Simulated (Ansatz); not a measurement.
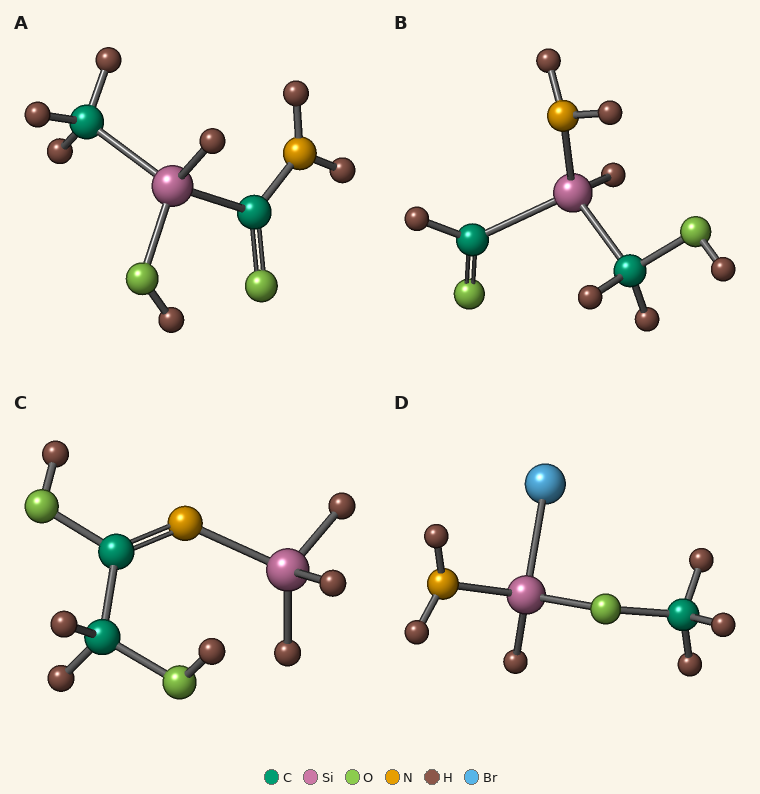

Source: calculation with Ansatz.

**Which panel belongs to which SMILES?**
(1) C[Si@@H](O)C(N)=O
(2) OC/C(O)=N\[SiH3]
(3) N[Si@H](C=O)CO
(4) CO[Si@@H](N)Br

A is (1), B is (3), C is (2), D is (4).
